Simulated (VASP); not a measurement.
Band structure of Ho (relaxed from the bcc structure, space group Im-3m). Method: PBEsol GGA, VASP's PBE PAW potentials (set 64) (plane waves; VASP).

The 4f electrons are frozen in the core of the lanthanide potential, so 4f levels, which can set the real gap, and their magnetism are missing.

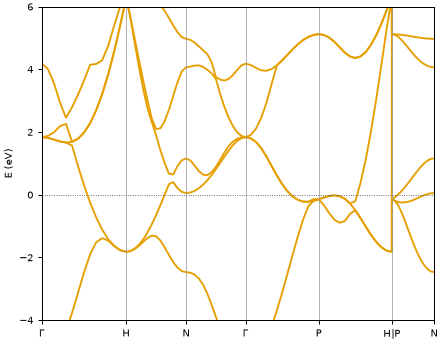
Bands along high-symmetry lines, zero at the valence-band maximum or, without a gap, the Fermi level

### Question
Read the plot: is there a gap, and where are the band edges?

### Answer
It has no gap at this level: it comes out as a metal or semimetal. (Edges off the drawn lines would not show.)

The structure was generated: Ho was put into the bcc type (Im-3m), which need not be its known phase. It was relaxed first.
